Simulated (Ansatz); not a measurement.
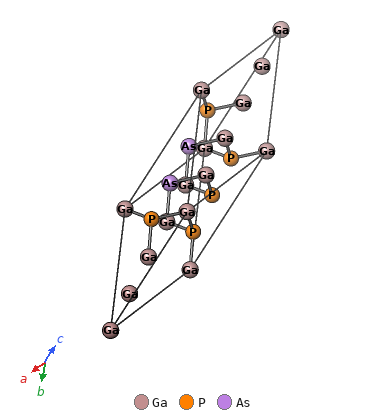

An orthographic ball-and-stick view of the structure, slightly off an axis. One simulation cell is outlined, and atoms on its boundary appear in each equivalent place.

Input deck:
```yaml
crystal:
  lattice:
    - [-1.9787547, 1.9787547, 14.0162517]
    - [1.9787547, -1.9787547, 14.0162517]
    - [1.9787547, 1.9787547, -14.0162517]
  atoms:
    - { symbol: Ga, position: [0.597006, 0.597006, 0.0] }
    - { symbol: Ga, position: [0.201435, 0.201435, 0.0] }
    - { symbol: Ga, position: [0.798565, 0.798565, 0.0] }
    - { symbol: Ga, position: [0.402994, 0.402994, 0.0] }
    - { symbol: Ga, position: [0.0, 0.0, 0.0] }
    - { symbol: P, position: [0.25, 0.75, 0.5] }
    - { symbol: P, position: [0.451478, 0.951478, 0.5] }
    - { symbol: P, position: [0.048522, 0.548522, 0.5] }
    - { symbol: As, position: [0.850775, 0.350775, 0.5] }
    - { symbol: As, position: [0.649225, 0.149225, 0.5] }
basis:
  ecutwfc: 420
kpoints:
  mp_grid: { grid: [10, 10, 10] }
  band_path:
    path:
      - [[0.0, 0.0, 0.0], [0.0, 0.0, 0.5], [0.25, 0.25, 0.25], [0.0, 0.5, 0.0], [0.0, 0.0, 0.0], [0.5, 0.5, -0.5], [0.25498265, 0.74501735, -0.25498265]]
      - [[-0.25498265, 0.25498265, 0.25498265], [0.0, 0.0, 0.0]]
      - [[0.0, 0.0, 0.5], [-0.00996529, 0.00996529, 0.5]]
      - [[0.5, 0.5, -0.00996529], [0.5, 0.5, -0.5]]
    npoints: 14
hamiltonian:
  xc: pbe
scf:
  occupations: { method: gaussian, width: 0.02 }
  n_extra_bands: 25
output:
  forces: true
  stress: true
  eigenvalues: true
  populations: true
  dos: { projected: true, de: 0.02, nscf_kmesh: { grid: [15, 15, 15] } }
  bader: true
  write_density: true
  write_potential: true
  elf: true
  volumetric_format: npy
```
Run as:
```sh
ansatz run input.yaml --threads 4 --pin off --max-ram 8192MiB --backend cpu --events-out ev --progress --plain --runs-dir out
```

Calculation details: DFT PBE, scalar-relativistic, plane waves, PAW (Ansatz); E_cut = 420 eV, k-point mesh 10×10×10, Gaussian smearing of 0.02 eV, no spin polarisation.

What are the atomic charges by Bader's partition?

Answer. Ga +0.76 to +0.83 e; As -0.69 e; P -0.83 e. The transfer is large, as in an ionic solid.

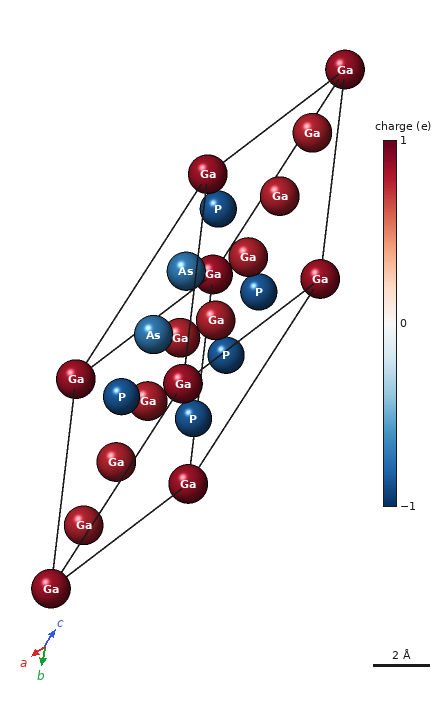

The atoms coloured by those charges.

Its origin is a structure type filled with these elements by a generator (whether the compound takes this form wasn't checked). Earlier steps of the study, as a rule a relaxation of our own, may have changed the cell and positions, so they can lie some per cent off the listed ones. It was the input of a calculation with Ansatz.
